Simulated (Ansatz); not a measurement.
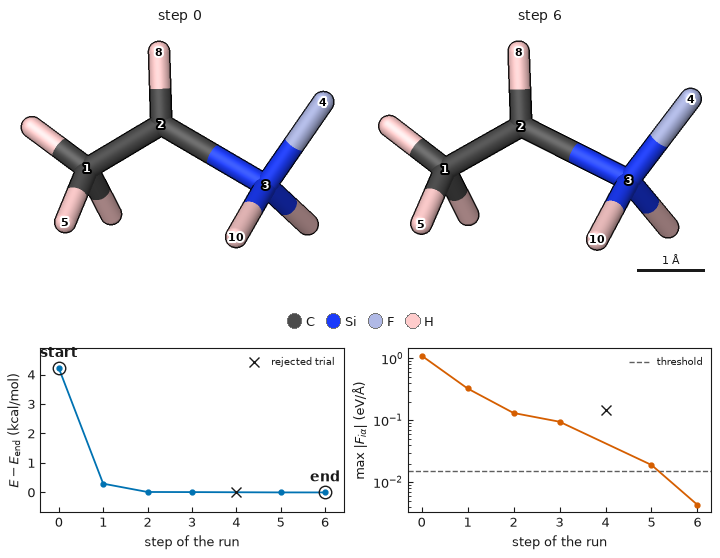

First and last geometry of a relaxation of C2H6FSi (charge +1), with the history of the run. A stick model, seen from a free direction.

The run prepares an end point of a later path (torsion) calculation, from a guessed geometry.

Method: RKS PBE-D4/def2-SVP in Ansatz.

The input:
```yaml
crystal:
  periodic: [false, false, false]
  atoms:
    - { symbol: C, position_ang: [0.26153, 1.36392, -0.18603] }
    - { symbol: C, position_ang: [0.06365, 0.07287, -0.71194] }
    - { symbol: Si, position_ang: [-0.29394, -1.47082, 0.37671] }
    - { symbol: F, position_ang: [-0.41764, -2.5865, -0.75865] }
    - { symbol: H, position_ang: [1.03172, 1.31804, 0.60724] }
    - { symbol: H, position_ang: [-0.57455, 1.61013, 0.49615] }
    - { symbol: H, position_ang: [0.45612, 2.1653, -0.89489] }
    - { symbol: H, position_ang: [0.1145, -0.05255, -1.78996] }
    - { symbol: H, position_ang: [-1.59627, -1.23936, 0.97137] }
    - { symbol: H, position_ang: [0.91461, -1.69607, 1.14646] }
total_charge: 1
basis:
  gaussian: { orbitals: def2-SVP }
hamiltonian:
  xc: pbe
  dispersion: d4
relax:
  f_tol: 0.015
  max_steps: 40
output:
  orbitals: {}
```

Run as
```bash
ansatz run input.yaml --threads 1 --pin off --max-ram 2048MiB --backend cpu --events-out ev --progress --plain --runs-dir out
```

> Read the history and describe the run.

It converged. Over 5 accepted moves (6 points after the start) the energy falls by 4.22 kcal/mol. The largest force component goes from 1.1 to 0.0043 eV/Å. The line search rejected the trial step at point 4 of the run. The largest move after the best rigid fit is that of F4, 0.13 Å. By element the largest moves are F 0.13 Å, Si 0.10 Å, H 0.06 Å, C 0.04 Å. Among the contacts that change: Si3–H10 1.450 → 1.499 Å, C2–H8 1.086 → 1.116 Å, C1–C2 1.408 → 1.434 Å, C1–H5 1.107 → 1.128 Å. Among the angles between lasting bonds that change: H9–Si3–H10 123.7° → 115.6°, C2–Si3–F4 100.0° → 106.0°, C1–C2–Si3 123.4° → 128.2°.

| step | E − E(0), kcal/mol | largest force component, eV/Å | note |
| --- | --- | --- | --- |
| 0 | 0.00 | 1.1123 |  |
| 1 | -3.92 | 0.3272 |  |
| 2 | -4.20 | 0.1313 |  |
| 3 | -4.21 | 0.0949 |  |
| 4 | -4.20 | 0.1471 | rejected |
| 5 | -4.22 | 0.0189 |  |
| 6 | -4.22 | 0.0043 |  |
